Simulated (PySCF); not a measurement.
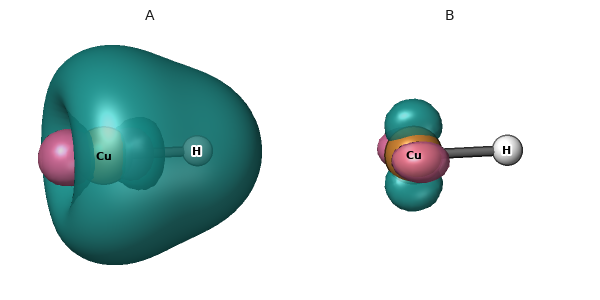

Figure 1: CuH. Two frontier orbitals, each drawn at the value that holds 80 % of its norm (teal and pink are the two phases), in no order; of a degenerate pair one member is drawn.

These are results of PBE0/def2-TZVPP, non-relativistic Hamiltonian with scalar-relativistic core potentials where named, at a bond length of 1.482 Å in PySCF, not measurements.

### Label each orbital by symmetry, say whether it is occupied, and order them by energy.

Orbital B: δ, occupied, −7.88 eV; almost wholly on Cu.
Orbital A: σ, occupied, −6.65 eV; mainly on Cu (80 %).
